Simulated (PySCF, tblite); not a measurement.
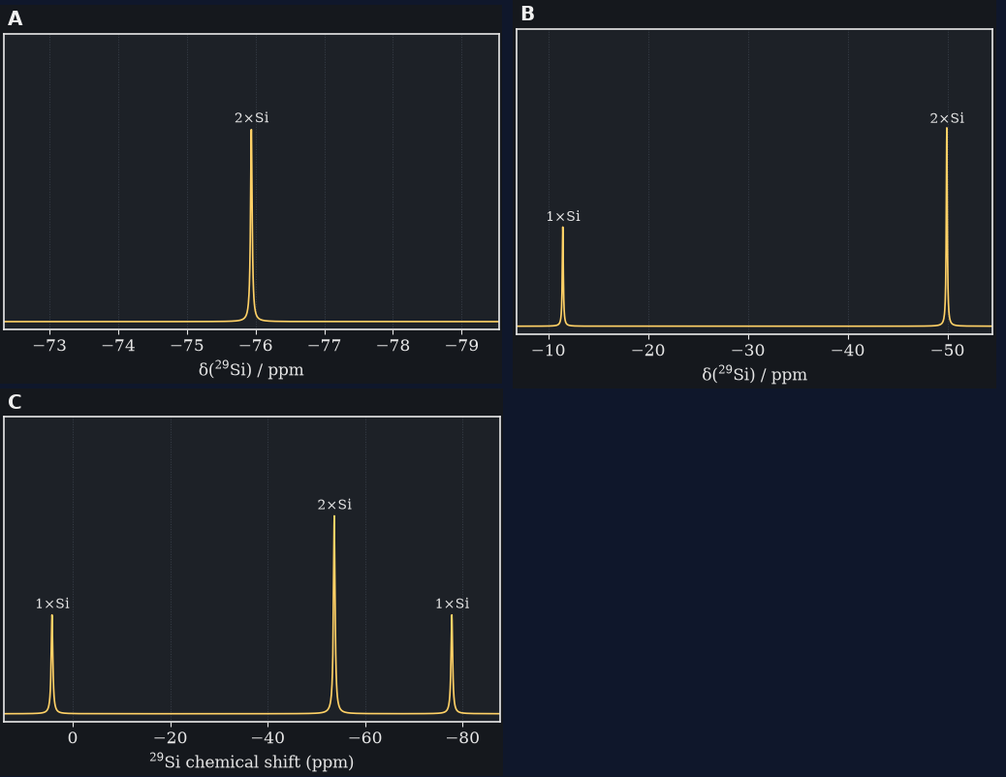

GIAO shifts, PBE0/pcSseg-1 with PySCF, at a GFN2-xTB geometry (a minimum by its frequencies), against TMS for ²⁹Si computed at the same level. Gas phase, fully decoupled, line heights follow the number of nuclei, widths are arbitrary (no quadrupolar broadening); values of one conformer, averaged over nuclei that symmetry, rotation about single bonds or inversion at nitrogen exchange, these motions taken as fast; other conformers aren't averaged in.

**Which panel belongs to which molecule?**
1. CH₁₃NSSi₄, SMILES [SiH3]C[Si@@H](S)N([SiH3])[SiH3]
2. CH₁₂N₂SSi₃, SMILES CN[Si@H](S)N([SiH3])[SiH3]
3. C₄H₁₅NSi₂, SMILES CN(C)CC([SiH3])[SiH3]

A: 3 (−75.9 (2 Si) ppm)
B: 2 (−11.5 (1 Si), −49.9 (2 Si) ppm)
C: 1 (4.3 (1 Si), −53.7 (2 Si), −77.8 (1 Si) ppm)

Limits of at least one run: the tight-binding geometry is rougher than a DFT one and adds to the error.
